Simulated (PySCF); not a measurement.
# C4H12AlN (SMILES C[N+]1(C)C[CH2][AlH2-]1): what the fields show

```yaml
atoms:
  - { symbol: C, position_ang: [-0.9643, 0.6350, -1.0510] }
  - { symbol: N, position_ang: [-0.4226, 0.0050, 0.1394] }
  - { symbol: C, position_ang: [-1.4822, -0.5814, 0.9415] }
  - { symbol: C, position_ang: [0.6139, -0.9780, -0.2281] }
  - { symbol: C, position_ang: [1.9007, -0.1674, -0.4735] }
  - { symbol: Al, position_ang: [1.1362, 1.2258, 0.7870] }
  - { symbol: H, position_ang: [-1.4360, -0.0943, -1.7189] }
  - { symbol: H, position_ang: [-1.6985, 1.3868, -0.7629] }
  - { symbol: H, position_ang: [-0.1520, 1.1385, -1.5773] }
  - { symbol: H, position_ang: [-2.2141, 0.1840, 1.1971] }
  - { symbol: H, position_ang: [-1.9889, -1.3949, 0.4098] }
  - { symbol: H, position_ang: [-1.0555, -0.9673, 1.8662] }
  - { symbol: H, position_ang: [0.7584, -1.6337, 0.6327] }
  - { symbol: H, position_ang: [0.2855, -1.5937, -1.0754] }
  - { symbol: H, position_ang: [2.0051, 0.0600, -1.5417] }
  - { symbol: H, position_ang: [2.7688, -0.7855, -0.2250] }
  - { symbol: H, position_ang: [1.1906, 0.8978, 2.3114] }
  - { symbol: H, position_ang: [0.7460, 2.6696, 0.3571] }
```

Geometry: GFN2-xTB.

Theory: PBE0/pcSseg-1, SCF density, gas phase, non-relativistic in PySCF.

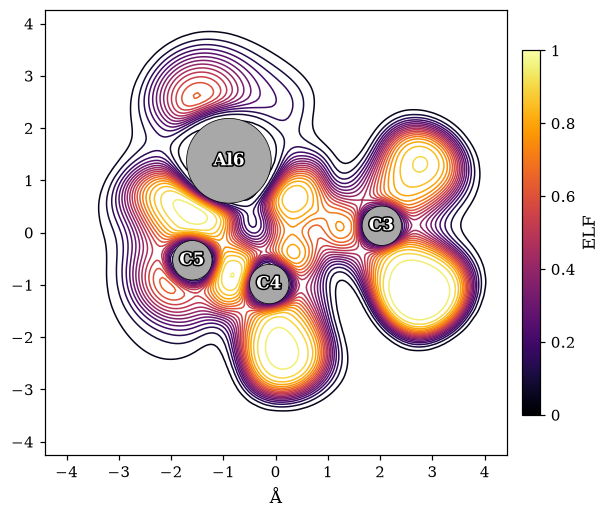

Figure 1. ELF on the plane of atoms C4, C5 and Al6. Grey discs cover the atomic cores.

### Interpret the plot.

The section cuts through C and Al sites.
C–C (1.54 Å): the ELF peaks at about 0.95 between the atoms: localised, covalent bonding.
C–Al (2.03 Å): the ELF peaks at about 0.95 between the atoms; a shared but strongly polarised pair.

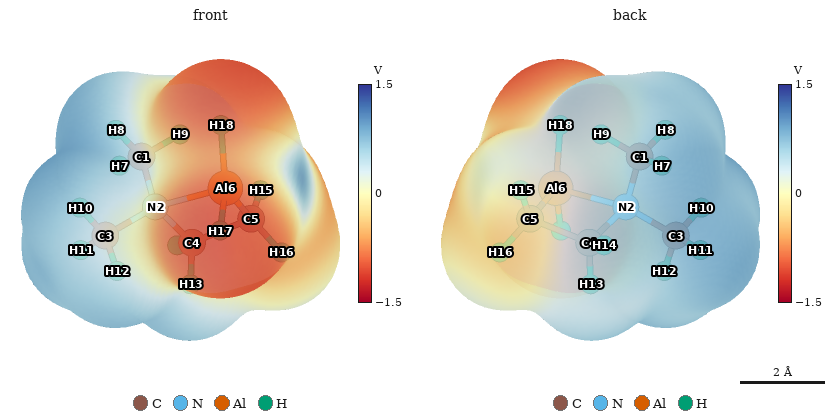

Figure 2. The electrostatic potential painted on the density surface at 0.001 e/bohr³, seen from the front and from behind; the colour scale runs from red (negative) to blue (positive).

### Where is the surface potential most negative and most positive?

The most negative region (about −1.1 V) lies over H17 and H18, the most positive (about +0.9 V) over the Al and H atoms.
